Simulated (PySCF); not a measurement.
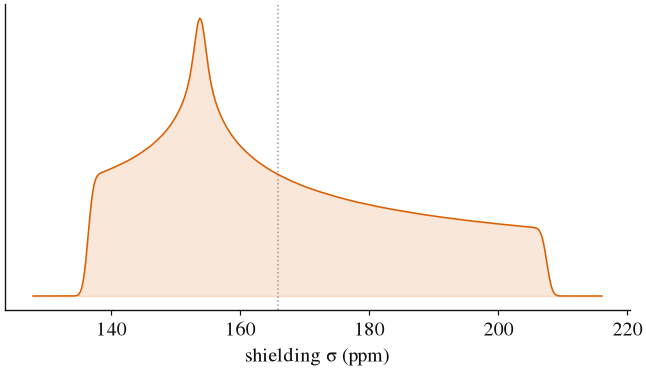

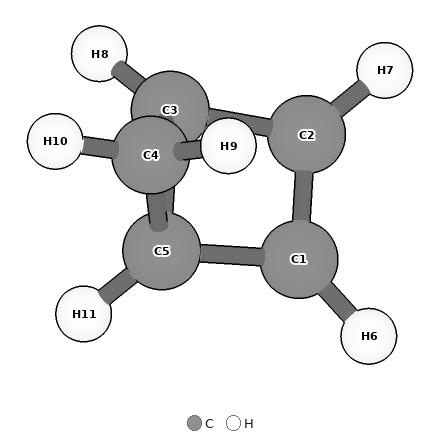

Static powder pattern (¹³C) from GIAO shielding tensors of C₅H₆ (bicyclo[2.1.0]pent-2-ene), SMILES C1=C[C@H]2C[C@@H]12, PBE0/pcSseg-1 (IEF-PCM dichloromethane), PySCF 2.14.0, at a PBE0-D3(BJ)/def2-SVP geometry (no frequency check); absolute shielding, one fixed geometry of the isolated molecule without any motion, no dipolar terms. The dotted line is the isotropic value; skew is 3(σiso − σ22)/span.

**The pattern belongs to C5. Give the principal values, span and skew.**

C5: σ11, σ22, σ33 = 136, 154, 208 ppm, isotropic 166, span 71 ppm, skew 0.51.
